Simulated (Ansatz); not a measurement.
Bands of a (14,0) GaN nanotube, along its axis.

Levels: PBE (plane waves to 420 eV, PAW; Ansatz, a quantum-chemistry and plane-wave program); PBE with spin-orbit coupling run with Ansatz. Unmarked values and the geometry are of the first. Mesh 1×1×6. No spin polarisation. Isolated but for its images some 11 Å away. A hypothetical model, rolled from the flat sheet. Only distortions within the start's symmetry and period were free.

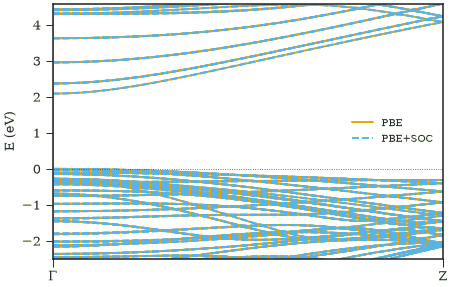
Figure: Bands from the zone centre to the zone edge (period 5.55 Å); the dotted line marks the highest filled level of each set

Question: Is it a metal or a semiconductor at this level? Give what the bands show.

Answer: A semiconductor in PBE.
```
Property                                    Result
----------------------------  --------------------
PBE gap                       2.09 eV, direct at Γ
PBE+SOC gap at this geometry               2.09 eV
```
